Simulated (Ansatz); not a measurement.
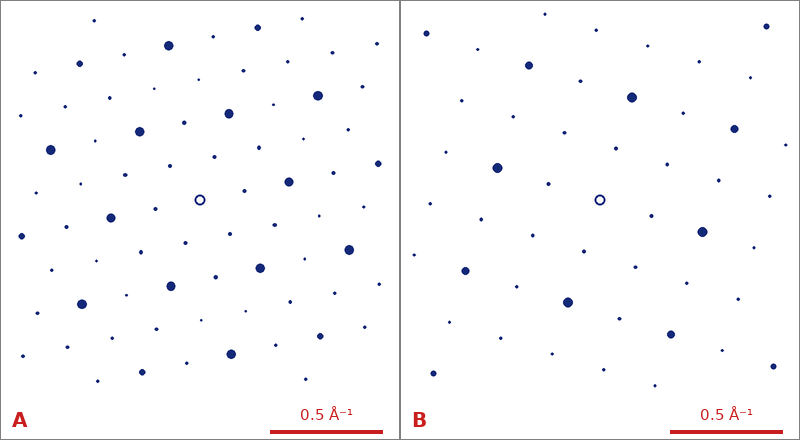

Kinematic electron diffraction patterns (120 kV, B = 0.5 Å², same scale, each along a low-index zone) of two structures of composition Nb3Re, each relaxed at zero pressure with Ansatz 0.2.0, DFT PBE, scalar-relativistic, plane waves, PAW.

The structures (standard cells):
1. Pm-3m (No. 221), a = 4.134 Å, 4 atoms; generated start, possibly hypothetical
2. P6_3/mmc (No. 194), a = 5.647 Å, c = 5.117 Å (hexagonal axes), 8 atoms; generated start, possibly hypothetical

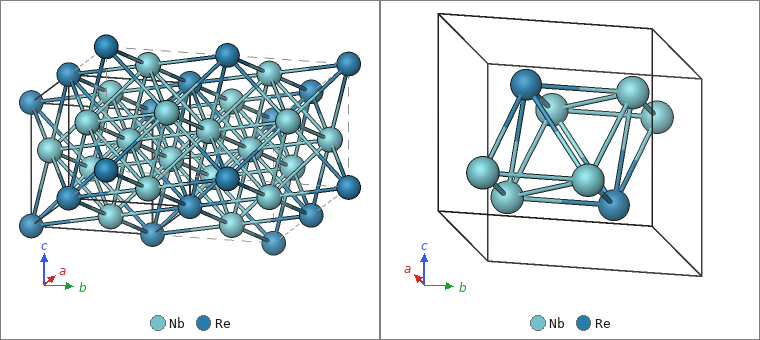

Drawings of the structures 1 to 2, from left to right (each may span several cells).

### Which pattern belongs to which structure, and along which zone?

A is structure 2 along [001]: hexagonal net of 1 -1 0 (weak) at d = 4.89 Å and 1 0 0 (weak) at d = 4.89 Å, 60.0° apart (some points of this net are extinct or too weak to see). B is structure 1 along [001] or an equivalent direction: square net of 1 0 0 (weak) at d = 4.13 Å and 0 1 0 (weak) at d = 4.13 Å, 90.0° apart.

### Which structure lies lowest at this level of theory, and by how much?

Structure 2 (P6_3/mmc, 17.66 Å³ an atom) is the lowest of these; structure 1 (Pm-3m, 17.67 Å³ an atom) lies about 50 meV an atom higher. These are static energies at 0 K; other structures, not shown, may lie lower still.
